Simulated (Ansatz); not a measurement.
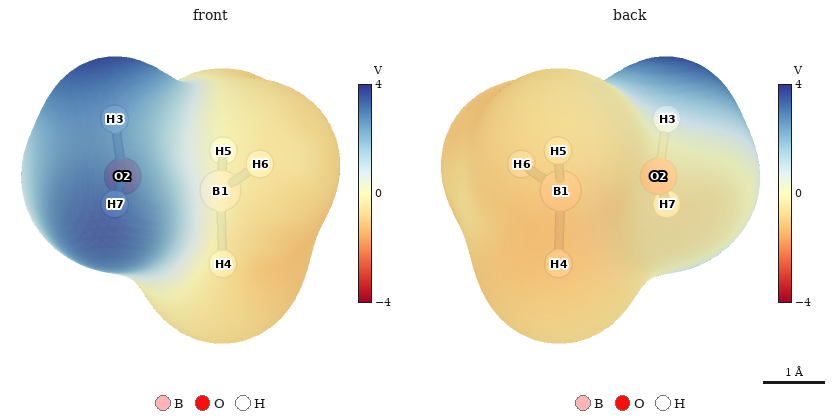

BH₃···H₂O. The electrostatic potential painted on the density surface at 0.002 e/bohr³, seen from the front and from behind; red is negative and blue positive.

Method: RKS PBE-D4/def2-SVPD in Ansatz.

The calculation's input:

```
crystal:
  periodic: [false, false, false]
  atoms:
    - { symbol: B, position_ang: [0.051251, 0.387297, -0.419561] }
    - { symbol: O, position_ang: [0.004532, 0.00954, 2.149194] }
    - { symbol: H, position_ang: [-0.9135, -0.283003, 2.295547] }
    - { symbol: H, position_ang: [1.079116, -0.15988, -0.745606] }
    - { symbol: H, position_ang: [-1.024922, -0.107936, -0.675254] }
    - { symbol: H, position_ang: [0.09407, 1.496871, 0.040386] }
    - { symbol: H, position_ang: [-0.078847, 0.937912, 1.810892] }
basis:
  gaussian: { orbitals: def2-SVPD }
hamiltonian:
  xc: pbe
  dispersion: d4
relax:
  f_tol: 0.03
  max_steps: 50
output:
  orbitals: {}
```

Launched as:

```sh
ansatz run input.yaml --threads 1 --pin off --max-ram 2048MiB --backend cpu --events-out ev --progress --plain --runs-dir out
```

The fields are those of the run's last geometry, not of the input's.

Question: Which sites attract a positive test charge, and which a negative one?

Answer: A positive charge is drawn to the negative regions and a negative charge to the positive ones. The most negative region (about −1.3 V) lies over H5, the most positive (about +3.6 V) over H3 and H7.
